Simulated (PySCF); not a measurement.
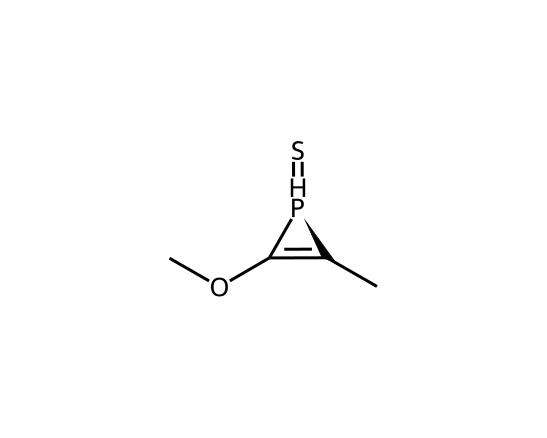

Figure made from data computed with PySCF.

Skeletal drawing of a molecule.

Question: Write the SMILES.

Answer: COC1=C(C)[P@@H]1=S

Question: Give the formula, hydrogens included.

Answer: C4H7OPS.

Question: An optimisation with GFN2-xTB gave a structure of which point group?

Answer: C1.
